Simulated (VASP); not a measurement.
Band structure of Sn3Pt (space group I4/mmm). All values below come from PBE GGA, VASP's PBE PAW potentials (set 64) (plane waves; VASP 6.6.1).

Unless said otherwise, spin-orbit coupling is left out, though it shifts the bands of the heavy elements here.

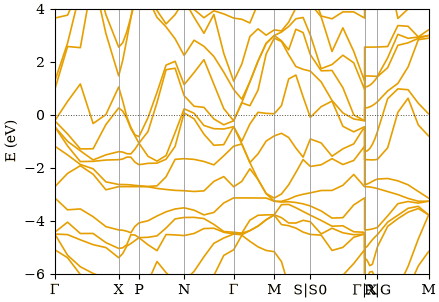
*Bands along high-symmetry lines, zero at the valence-band maximum or, without a gap, the Fermi level*

**Question.** Read the plot: is there a gap, and where are the band edges?

**Answer.** It has no gap at this level: it comes out as a metal or semimetal.

The structure was generated: Sn3Pt was put into an ordered model structure, which need not be its known phase. The cell was not relaxed at this level. The k-mesh is coarse (spacing up to 0.44 per Å, 2π included), so the numbers may not be converged in it.
